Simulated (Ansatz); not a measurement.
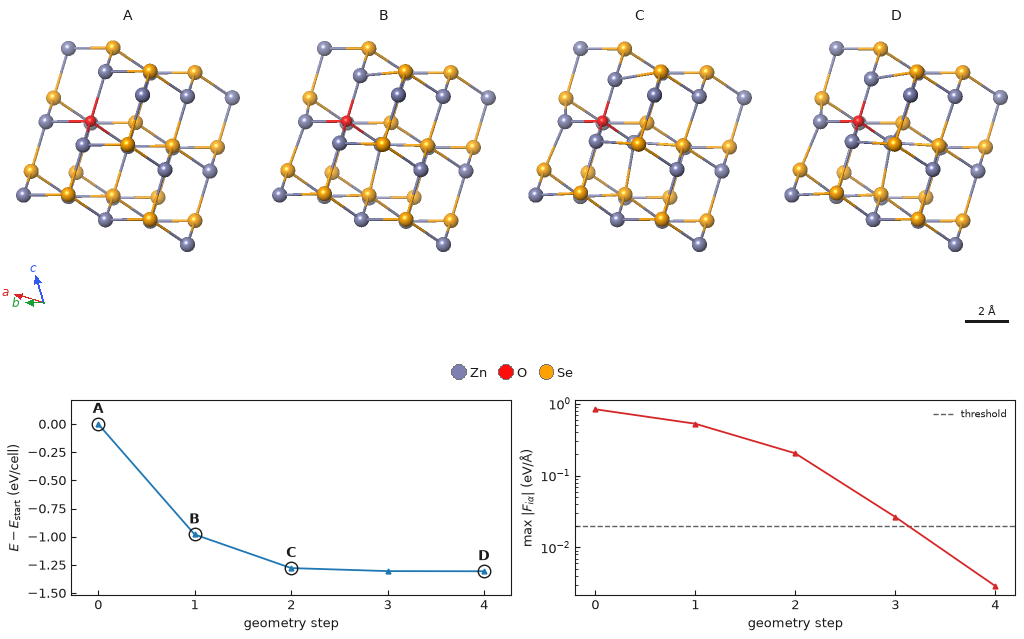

Frames of a relaxation of a defect cell of composition Zn27Se26O, marked on the history of the run. Style: ball-and-stick. Shown: the atoms within 5.8 Å of the atom that moves most (axes of the cell of the calculation (origin shifted)), from a free direction.

Theory: DFT, PBE, plane-wave PAW, default files, scalar-relativistic, frozen cores (Ansatz). Settings: plane-wave cutoff 420 eV; k-point mesh 3 × 3 × 3; occupations fermi dirac; smearing width 0.01 eV; no spin polarisation; potentials kind: paw, frozen_core: stored; atoms relaxed in a fixed cell; force threshold 0.02 eV/Å; at most 50 steps.

**What happens along the run?**

Over 4 geometry steps the energy falls by 1.307 eV per cell of the calculation. Largest force component: 0.84 eV/Å at the start, 0.0029 eV/Å at the end. The largest moves, 0.36 Å, are those of Zn atoms. Largest moves by element: Zn 0.36 Å, Se 0.08 Å. O stays in place. The cell stays as it was. Among the contacts that change: O–Zn 2.454 → 2.098 Å, Se–Zn 2.454 → 2.520 Å. Among the angles between lasting bonds that change: Zn–Se–Zn 109.5° → 117.8°, Se–Zn–Se 109.5° → 101.7°. The run took 8 min on 4 threads of Intel(R) Xeon(R) Platinum 8488C (Sapphire Rapids) (shared host), peak memory 5.5 GiB. From step 0 to 1: Zn atoms move most (0.20 Å), energy −0.980 eV per cell of the calculation. From step 1 to 2: Zn atoms move most (0.20 Å), energy −0.298 eV per cell of the calculation. From step 2 to 4: Zn atoms move most (0.04 Å), energy −28.2 meV per cell of the calculation.
